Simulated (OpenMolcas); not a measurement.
**Single-point calculation, with input and output: AlH₅O (part 2 of 2)**

AlH₅O (Al(H2O)H3); MC-PDFT (tPBE)/ANO-XS-VDZ, DKH2 (OpenMolcas 26.06). The geometry comes from this level: GFN2-xTB.

Geometry of the input (Å):
```
Al 0.0382  -0.0633  -0.8780
O  -0.0249  0.0381  1.0091
H  -0.7347  -0.3195  1.5558
H  0.5880  0.5682  1.5313
H  1.6072  -0.0401  -0.9784
H  -0.7357  1.2458  -1.2695
H  -0.7379  -1.4292  -0.9703
```

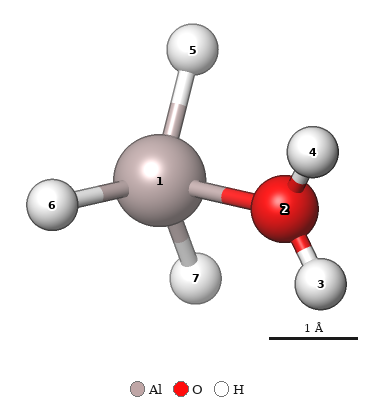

The structure (ball-and-stick view, seen at a tilt; atoms are numbered from 1 in the order of the input). Sticks mark near contacts.

## Output, continued
```
      ************************************************************************************************************************
                                                      Wave function printout:
                       occupation of active orbitals, and spin coupling of open shells (u,d: Spin up or down)
      ************************************************************************************************************************

      Note: transformation to natural orbitals
      has been made, which may change the order of the CSFs.

      printout of CI-coefficients larger than  0.05 for root  1
      energy=    -320.120601
      conf/sym  11     Coeff  Weight
             1  20   0.99503 0.99009
             3  02  -0.09954 0.00991

      Natural orbitals and occupation numbers for root  1
      sym 1:   1.980184   0.019816

      ************************************************************************************************************************
      *                                                    Final results                                                     *
      ************************************************************************************************************************

++    Final optimization conditions:
      ------------------------------

      Average CI energy                            -320.12060078
      RASSCF energy for state  1                   -320.12060078
      Super-CI energy                                -0.00000000
      RASSCF energy change                           -0.00000000
      Max change in MO coefficients               2.031E-06
      Max non-diagonal density matrix element    -1.928E-06
      Maximum BLB matrix element                  1.327E-07
      (orbital pair  13,  24 in symmetry   1)
      Norm of electronic gradient            3.131E-07
--

      Final state energy(ies):
      ------------------------

::    RASSCF root number  1 Total energy:   -320.12060078
      Von Neumann Entropy (Root   1) =  0.08018

      Mulliken population analysis for root number:  1
      -----------------------------------------------

++    Molecular charges:
      ------------------

      Mulliken charges per centre
      ---------------------------

                AL1     O2      H3      H4      H5      H6      H7
      Total   11.9989  8.7962  0.5450  0.5461  1.3886  1.3346  1.3907

      N-E      1.0011 -0.7962  0.4550  0.4539 -0.3886 -0.3346 -0.3907

      Total electronic charge=   26.000000

      Total            charge=   -0.000000
--

      Expectation values of various properties for root number:  1
      -----------------------------------------------------------

++    Molecular properties:
      ---------------------

      Charge (e):
                      =   -0.0000
      Dipole Moment (debye):
      Origin of the operator (angstrom)=    0.0129   -0.0224   -0.1600
                   X= -4.1500E-01               Y=  7.0348E-01               Z=  5.5602E+00           Total=  5.6199E+00
      Quadrupole Moment (debye*angstrom):
      Origin of the operator (angstrom)=    0.0129   -0.0224   -0.1600
                  XX= -2.5450E+01              XY=  1.2743E+00              XZ= -9.3890E-01              YY= -2.6417E+01
                  YZ=  1.5330E+00              ZZ= -1.3638E+01
      In traceless form (debye*angstrom)
                  XX= -5.4221E+00              XY=  1.9114E+00              XZ= -1.4083E+00              YY= -6.8731E+00
                  YZ=  2.2995E+00              ZZ=  1.2295E+01
--

      LoProp population analysis for root number:  1
      -----------------------------------------------

++    LoProp analysis:
      ----------------

++    Static properties:
      ------------------

      LoProp Charges per center

                   AL1      O2       H3       H4       H5       H6       H7
      Nuclear     13.0000   8.0000   1.0000   1.0000   1.0000   1.0000   1.0000
      Electronic -12.4843  -8.6177  -0.5958  -0.5968  -1.2399  -1.2253  -1.2401

      Total        0.5157  -0.6177   0.4042   0.4032  -0.2399  -0.2253  -0.2401
--

      Natural Bond Order analysis for root number:  1

++    Natural Bond Order analysis
      ---------------------------
      Based on LoProp computed density
      -------------------------------------------------------------------------------------
      Atom A       Atom B       Bond Order
      -------------------------------------------------------------------------------------
      NBO located      1.000 non-bonded electrons on atom AL1
      NBO located      0.995 non-bonded electrons on atom AL1
      NBO located      0.996 non-bonded electrons on atom AL1
      NBO located      0.997 non-bonded electrons on atom AL1
      NBO located      0.997 non-bonded electrons on atom AL1
      NBO located      1.000 non-bonded electrons on atom O2
      The remaining    8.469 electrons are to be considered as diffuse
--

--

      Average orbitals are written to the RASORB file
      Natural orbitals for root   1 are written to the RASORB.1 file
      Spin density orbitals for root   1 are written to the SPDORB.1 file

--- Stop Module: rasscf /rc=_RC_ALL_IS_WELL_ ---

--- Start Module: mcpdft ---

                                              &MCPDFT

                       available to each process: 1.9 GB of memory, 1 thread

 ###############################################################################
 ###    WARNING: Deprecation warning: KSDF should be replaced                ###
 ###    with FUNC keyword                                                    ###
 ###############################################################################

++    Wave function specifications:
      -----------------------------

      Number of closed shell electrons          24
      Number of electrons in active shells       2
      Max number of holes in RAS1 space          0
      Max nr of electrons in RAS3 space          0
      Number of inactive orbitals               12
      Number of active orbitals                  2
      Number of secondary orbitals              18
      Spin quantum number                      0.0
      State symmetry                             1
      Number of CSFs                             3
      Number of RASSCF root(s) available         1
--

++    Orbital specifications:
      -----------------------

      Symmetry species                           1
                                                 a
      Frozen orbitals                            0
      Inactive orbitals                         12
      Active orbitals                            2
      RAS1 orbitals                              0
      RAS2 orbitals                              2
      RAS3 orbitals                              0
      Secondary orbitals                        18
      Deleted orbitals                           0
      Number of basis functions                 32
--

++    MCPDFT specifications:
      ----------------------

      Cholesky decomposition                     On
      Type of calculation                        MC-PDFT
      On-Top Functional                          T:PBE
      Exchange scaling factor                    1.00
      Correlation scaling factor                 1.00
      Wave function energy weight                0.00
--

      Numerical integration parameters
      --------------------------------
      Radial quadrature type:                         MHL
      Size of radial grid:                            99
      Lebedev angular grid:                           41
      Angular grid pruned with the crowding factor:  1.00E+10
                                 and fading factor:  1.00E+01
      Screening threshold for integral computation:   1.00E-11
      Radial quadrature accuracy:                     1.00E-25
      Maximum batch size:                             128
      AO values are stored on disk

++    DFT functional specifications:
      ------------------------------
      Using Libxc version: 6.2.2
      Please cite the following reference:
      S. Lehtola, C. Steigemann, M. J.T. Oliveira, and M. A.L. Marques.,  SoftwareX 7, 1–5 (2018) doi:10.1016/j.softx.2017.11.002

      * Perdew, Burke & Ernzerhof
        - J. P. Perdew, K. Burke, and M. Ernzerhof.,  Phys. Rev. Lett. 77, 3865 (1996) doi:10.1103/PhysRevLett.77.3865
        - J. P. Perdew, K. Burke, and M. Ernzerhof.,  Phys. Rev. Lett. 78, 1396 (1997) doi:10.1103/PhysRevLett.78.1396
      * Perdew, Burke & Ernzerhof
        - J. P. Perdew, K. Burke, and M. Ernzerhof.,  Phys. Rev. Lett. 77, 3865 (1996) doi:10.1103/PhysRevLett.77.3865
        - J. P. Perdew, K. Burke, and M. Ernzerhof.,  Phys. Rev. Lett. 78, 1396 (1997) doi:10.1103/PhysRevLett.78.1396
--
   File JOBOLD not found -- use JOBIPH.
      The MO-coefficients are taken from the file:
      JOBIPH
 Reference MC-SCF energies taken from JOBIPH

++    MC-PDFT RESULTS, STATE 0001
      ---------------------------

      MCSCF reference energy                                             -320.12060078

      Integrated total density:                                                 26.000
      Integrated alpha density before functional transformation:                13.000
      Integrated  beta density before functional transformation:                13.000
      Integrated alpha density  after functional transformation:                13.359
      Integrated  beta density  after functional transformation:                12.641
      Integrated alpha tau     before functional transformation:                 0.000
      Integrated  beta tau     before functional transformation:                 0.000
      Integrated alpha tau      after functional transformation:                 0.000
      Integrated  beta tau      after functional transformation:                 0.000
      NOTE:
      Densities after transformation are intermediate quantities
      and should not be interpreted as real spin densities

      Exchange energy scaling factor                                          1.000000
      Correlation energy scaling factor                                       1.000000

      Integrated alpha exchange energy                                      -14.209524
      Integrated beta  exchange energy                                      -13.912916
      Integrated  correlation   energy                                       -0.870649

      Nuclear Repulsion energy                                             63.20748993
      CASSCF contribution energy                                         -291.85009617
      On-top energy                                                       -28.99308926

      Total MCPDFT energy for state   1                                  -320.84318543
--

::    MCPDFT root number  1 Total energy:   -320.84318543

--- Stop Module: mcpdft /rc=_RC_ALL_IS_WELL_ ---
--- Module mcpdft spent 2 seconds ---

.##################.
.# Happy landing! #.
.##################.

    Timing: Wall=4.83 User=4.08 System=0.68
```

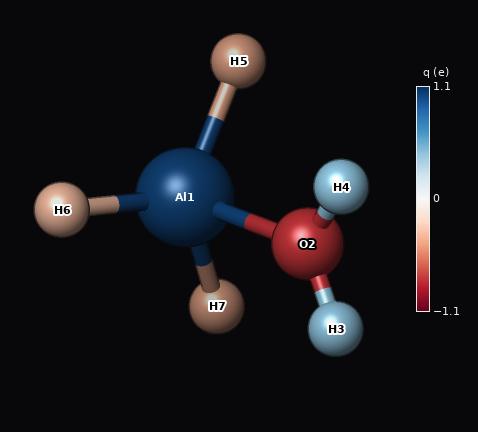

Mulliken charges, as the colour of each atom (ball-and-stick view, seen at a tilt; atoms are numbered from 1 in the order of the input). By element: Al +1.00, O −0.80 and H −0.39 to +0.46 e.

## Summary

```json
{"quantity": "outcome", "value": "converged"}
{"quantity": "total energy", "value": "−320.843185 hartree"}
{"quantity": "basis functions", "value": "32"}
{"quantity": "dipole moment", "value": "5.62 debye"}
{"quantity": "hardware", "value": "1 thread of Arm Neoverse N1, 98 GiB of memory available, shared host"}
{"quantity": "wall time", "value": "5.4 s"}
{"quantity": "peak memory", "value": "0.084 GiB"}
```
